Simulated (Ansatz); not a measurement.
# Geometry relaxation of CH8NSi (part 2 of 2)

Continued. System: CH8NSi, multiplicity 2. Method: UKS B3LYP/def2-mTZVP (Ansatz 0.2.0). The input holds or restrains some coordinates. It belongs to a series of runs on one base structure; here: pulled along the bonds that form and break, towards end B.

Geometry of the input (Å):
```
Si 0.0000  0.0000  0.0000
H  0.0000  0.0000  1.7100
N  1.7163  0.0000  -0.6061
H  2.2145  -0.9180  -0.7868
H  2.2175  0.9180  -0.7783
H  -0.6877  1.1914  -0.4862
H  -0.6877  -1.1914  -0.4862
C  0.0000  0.0000  3.1200
H  -0.5653  -0.8805  3.4905
H  1.0452  -0.0494  3.4905
H  -0.4798  0.9298  3.4905
```

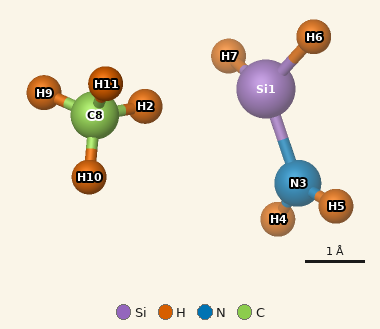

Fig. 1: The geometry at step 4 of the log (ball-and-stick view, seen at a tilt; atoms are numbered from 1 in the order of the input).

### Output, continued
```
relax step   8: F+E_penalty+E_count = -10535.93420274 eV  Δ(F+E_penalty+E_count) = -1.685e-3 eV  max|allowed force component| = 4.648e-1 eV/Å  E_restraint = 0.00178055 eV  max|allowed force component, restraints' pulls added| = 1.627e-1 eV/Å  Δτ_max = 0.0128 Å  (26 SCF iters, accepted)
  distance H 1 - C 7 = 1.1030 Å
  distance Si 0 - H 1 = 2.6683 Å
these checks for a lower state are left out or cut short: starts, cluster_reference, orbital_swaps, neighbouring_geometries, increment
860 factors; integrals over basis functions are off by at most 6.1e-4 eV
mean field -10535.93456416 eV, -387.1884537201 hartree, gradient 9.0e-6 eV, S^2 0.752280; 0 other end points of the search recorded, 0 dependent functions left out
the calculation of the forces begins
reference -10535.93486788 eV, -387.1884648814 hartree; 18, 17 occupied and 66, 67 virtual orbitals, 860 factors
relax step   9: F+E_penalty+E_count = -10535.93456416 eV  Δ(F+E_penalty+E_count) = -3.614e-4 eV  max|allowed force component| = 4.642e-1 eV/Å  E_restraint = 0.00181295 eV  max|allowed force component, restraints' pulls added| = 3.269e-2 eV/Å  Δτ_max = 0.0053 Å  (25 SCF iters, accepted)
  distance H 1 - C 7 = 1.1030 Å
  distance Si 0 - H 1 = 2.6685 Å
860 factors; integrals over basis functions are off by at most 6.1e-4 eV
mean field -10535.93456416 eV, -387.1884537201 hartree, gradient 9.0e-6 eV, S^2 0.752280; 1 other end points of the search recorded, 0 dependent functions left out
the calculation of the forces begins
reference -10535.93486788 eV, -387.1884648814 hartree; 18, 17 occupied and 66, 67 virtual orbitals, 860 factors
Total energy: -10535.93486788 eV, -387.1884648814 hartree
Atom 0 at     0.033735     0.000768    -0.355363 Å, force     0.000590     0.000768    -0.264895 eV/Å
Atom 1 at    -0.051561    -0.001647     2.311741 Å, force    -0.004485     0.000596     0.464163 eV/Å
Atom 2 at     1.664704     0.000584    -0.964800 Å, force    -0.032687    -0.000991     0.006288 eV/Å
Atom 3 at     2.234406    -0.831603    -0.885676 Å, force     0.023799     0.006740    -0.004044 eV/Å
Atom 4 at     2.234920     0.832444    -0.885976 Å, force     0.022889    -0.006490    -0.003758 eV/Å
Atom 5 at    -0.626994     1.222357    -0.904269 Å, force    -0.001733     0.000359     0.005347 eV/Å
Atom 6 at    -0.626656    -1.221654    -0.902824 Å, force    -0.001337    -0.000327     0.005116 eV/Å
Atom 7 at    -0.028120    -0.000613     3.414481 Å, force    -0.006023    -0.000652    -0.207057 eV/Å
Atom 8 at    -0.576941    -0.864159     3.789362 Å, force    -0.000181     0.000148     0.000188 eV/Å
Atom 9 at     1.005826    -0.050293     3.755466 Å, force    -0.000632    -0.000075    -0.001339 eV/Å
Atom 10 at    -0.490318     0.913716     3.785757 Å, force    -0.000201    -0.000075    -0.000009 eV/Å
Dipole moment:     0.321446    -0.000004     0.066752 e Å
```

### Trajectory as extended XYZ (Å, eV, eV/Å), 9 frames, from step=1 to step=9
```
11
Properties=species:S:1:pos:R:3:forces:R:3 step=1 energy=-10534.62615
Si    0.0000    0.0000    0.0000    2.3199   0.0016  -0.7614
H     0.0000    0.0000    1.7100   -0.1323   0.0003   1.6829
N     1.7163    0.0000   -0.6061   -0.7048  -0.0018  -0.0065
H     2.2145   -0.9180   -0.7868   -0.5616   2.0705   0.2433
H     2.2175    0.9180   -0.7783   -0.5689  -2.0706   0.2236
H    -0.6877    1.1914   -0.4862   -0.1861   0.4889  -0.2212
H    -0.6877   -1.1914   -0.4862   -0.1831  -0.4886  -0.2226
C     0.0000    0.0000    3.1200    0.0294  -0.0029   0.5326
H    -0.5653   -0.8805    3.4905    0.2717   0.4307  -0.4853
H     1.0452   -0.0494    3.4905   -0.5145   0.0249  -0.5000
H    -0.4798    0.9298    3.4905    0.2303  -0.4528  -0.4852
11
Properties=species:S:1:pos:R:3:forces:R:3 step=2 energy=-10535.18069
Si    0.0104    0.0000   -0.1569    1.7525   0.0030   0.6027
H    -0.0014    0.0000    1.9049   -0.0503   0.0001   2.3243
N     1.7215    0.0000   -0.6136   -0.5262  -0.0020  -0.3321
H     2.2130   -0.9030   -0.7857   -0.2534   1.5390   0.1048
H     2.2159    0.9030   -0.7774   -0.2619  -1.5405   0.0914
H    -0.6934    1.2043   -0.4956   -0.3398   0.8108  -0.6334
H    -0.6934   -1.2043   -0.4956   -0.3363  -0.8103  -0.6339
C     0.0002    0.0000    3.1204    0.0177  -0.0019  -0.8295
H    -0.5634   -0.8775    3.4859    0.2323   0.3649  -0.2291
H     1.0417   -0.0492    3.4857   -0.4319   0.0208  -0.2363
H    -0.4781    0.9266    3.4859    0.1972  -0.3840  -0.2291
11
Properties=species:S:1:pos:R:3:forces:R:3 step=3 energy=-10535.29760
Si    0.0263    0.0001   -0.3149    0.3830   0.0026   1.2373
H    -0.0051    0.0000    2.1023   -0.0121   0.0001  -2.1902
N     1.7222   -0.0001   -0.6287   -0.1234  -0.0010  -0.4517
H     2.2138   -0.8830   -0.7865    0.0896   0.8537  -0.0253
H     2.2165    0.8829   -0.7782    0.0813  -0.8567  -0.0309
H    -0.7006    1.2242   -0.5166   -0.2162   0.6972  -0.6640
H    -0.7005   -1.2241   -0.5166   -0.2123  -0.6957  -0.6631
C     0.0001    0.0000    3.1334    0.0143  -0.0008   2.6105
H    -0.5598   -0.8719    3.4881    0.0966   0.1526   0.0667
H     1.0352   -0.0489    3.4876   -0.1830   0.0088   0.0453
H    -0.4751    0.9208    3.4880    0.0823  -0.1609   0.0654
11
Properties=species:S:1:pos:R:3:forces:R:3 step=4 energy=-10535.61696
Si    0.0161    0.0004   -0.4291   -0.1760   0.0020   1.4012
H    -0.0184   -0.0001    2.1962    0.0070   0.0000   0.2030
N     1.7078    0.0001   -0.7384   -0.1568  -0.0008  -0.4893
H     2.2334   -0.8616   -0.8204    0.1248   0.3469  -0.0156
H     2.2357    0.8611   -0.8119    0.1207  -0.3485  -0.0176
H    -0.6960    1.2551   -0.7060    0.0441   0.1485  -0.5931
H    -0.6953   -1.2549   -0.7057    0.0462  -0.1480  -0.5921
C    -0.0044   -0.0001    3.2937   -0.0069   0.0001  -0.4956
H    -0.5605   -0.8698    3.6306   -0.0311  -0.0478   0.2091
H     1.0306   -0.0488    3.6191    0.0543  -0.0027   0.1825
H    -0.4760    0.9186    3.6298   -0.0263   0.0504   0.2074
11
Properties=species:S:1:pos:R:3:forces:R:3 step=5 energy=-10535.90896
Si    0.0207    0.0006   -0.3582   -0.2420   0.0003  -0.1506
H    -0.0316   -0.0003    2.2968    0.0068   0.0001   0.3144
N     1.6759    0.0005   -0.8881   -0.0577   0.0016  -0.1328
H     2.2335   -0.8475   -0.8541   -0.0209   0.2765   0.0173
H     2.2363    0.8464   -0.8455   -0.0227  -0.2782   0.0129
H    -0.6628    1.2310   -0.8932    0.1762  -0.1656  -0.0062
H    -0.6613   -1.2307   -0.8926    0.1766   0.1656  -0.0073
C    -0.0124   -0.0001    3.3970   -0.0298   0.0002  -0.5321
H    -0.5679   -0.8711    3.7391    0.0151   0.0188   0.1680
H     1.0259   -0.0489    3.7190   -0.0146   0.0005   0.1496
H    -0.4832    0.9200    3.7377    0.0130  -0.0197   0.1667
11
Properties=species:S:1:pos:R:3:forces:R:3 step=6 energy=-10535.93271
Si    0.0406    0.0009   -0.3461   -0.0846  -0.0015  -0.3593
H    -0.0957   -0.0008    2.3217    0.0302   0.0003   0.4710
N     1.6676    0.0005   -0.9584    0.0171  -0.0013   0.0005
H     2.2342   -0.8359   -0.8988    0.0346   0.0566   0.0018
H     2.2366    0.8349   -0.8941    0.0369  -0.0539   0.0006
H    -0.6174    1.2193   -0.9115    0.0043  -0.0068   0.0517
H    -0.6157   -1.2186   -0.9109    0.0027   0.0069   0.0517
C    -0.0330   -0.0003    3.4239   -0.0780  -0.0027  -0.3454
H    -0.5714   -0.8668    3.8079    0.0268   0.0239   0.0442
H     1.0138   -0.0490    3.7217   -0.0121   0.0003   0.0385
H    -0.4868    0.9154    3.8025    0.0220  -0.0219   0.0447
11
Properties=species:S:1:pos:R:3:forces:R:3 step=7 energy=-10535.93252
Si    0.0252    0.0005   -0.3541    0.2802  -0.0003  -0.3446
H    -0.0352    0.0003    2.3137   -0.0217  -0.0006   0.5059
N     1.6677    0.0005   -0.9624   -0.2955  -0.0019   0.0627
H     2.2363   -0.8330   -0.8944    0.0236   0.0027   0.0122
H     2.2378    0.8327   -0.8912    0.0249  -0.0003   0.0118
H    -0.6298    1.2229   -0.9065   -0.0104   0.0044   0.0020
H    -0.6284   -1.2227   -0.9060   -0.0112  -0.0045   0.0019
C    -0.0273   -0.0002    3.4180    0.0304  -0.0030  -0.2294
H    -0.5814   -0.8647    3.7846    0.0159   0.0116  -0.0093
H     1.0038   -0.0497    3.7716   -0.0485   0.0016  -0.0056
H    -0.4957    0.9134    3.7846    0.0123  -0.0097  -0.0075
11
Properties=species:S:1:pos:R:3:forces:R:3 step=8 energy=-10535.93420
Si    0.0297    0.0007   -0.3562   -0.0097   0.0004  -0.2484
H    -0.0463   -0.0013    2.3111   -0.0059   0.0007   0.4648
N     1.6609    0.0003   -0.9617    0.1627   0.0001  -0.0030
H     2.2382   -0.8288   -0.8842   -0.0711   0.0198  -0.0056
H     2.2385    0.8293   -0.8843   -0.0706  -0.0194  -0.0056
H    -0.6300    1.2226   -0.9055    0.0004  -0.0007   0.0034
H    -0.6298   -1.2216   -0.9048   -0.0005  -0.0002   0.0032
C    -0.0268   -0.0005    3.4139   -0.0058  -0.0006  -0.2057
H    -0.5766   -0.8644    3.7866   -0.0009   0.0004  -0.0002
H     1.0058   -0.0499    3.7590    0.0022  -0.0001  -0.0019
H    -0.4907    0.9135    3.7838   -0.0008  -0.0004  -0.0008
11
Properties=species:S:1:pos:R:3:forces:R:3 step=9 energy=-10535.93456
Si    0.0337    0.0008   -0.3554    0.0006   0.0008  -0.2649
H    -0.0516   -0.0016    2.3117   -0.0045   0.0006   0.4642
N     1.6647    0.0006   -0.9648   -0.0327  -0.0010   0.0063
H     2.2344   -0.8316   -0.8857    0.0238   0.0067  -0.0040
H     2.2349    0.8324   -0.8860    0.0229  -0.0065  -0.0038
H    -0.6270    1.2224   -0.9043   -0.0017   0.0004   0.0053
H    -0.6267   -1.2217   -0.9028   -0.0013  -0.0003   0.0051
C    -0.0281   -0.0006    3.4145   -0.0060  -0.0007  -0.2071
H    -0.5769   -0.8642    3.7894   -0.0002   0.0001   0.0002
H     1.0058   -0.0503    3.7555   -0.0006  -0.0001  -0.0013
H    -0.4903    0.9137    3.7858   -0.0002  -0.0001   0.0000
```

### Summary

- outcome: converged under the restraints of the input
- total energy: −10535.9349 eV
- mean-field energy: −10535.9349 eV
- ⟨S²⟩: 0.752
- largest force (length of the vector) at the end, held atoms and coordinates included: 0.464 eV/Å
- hardware: 2 threads of AMD EPYC (Zen 3), 192 GiB of memory available, shared host
- wall time: 24 s (CPU time 44 s)
- peak memory: 0.21 GiB
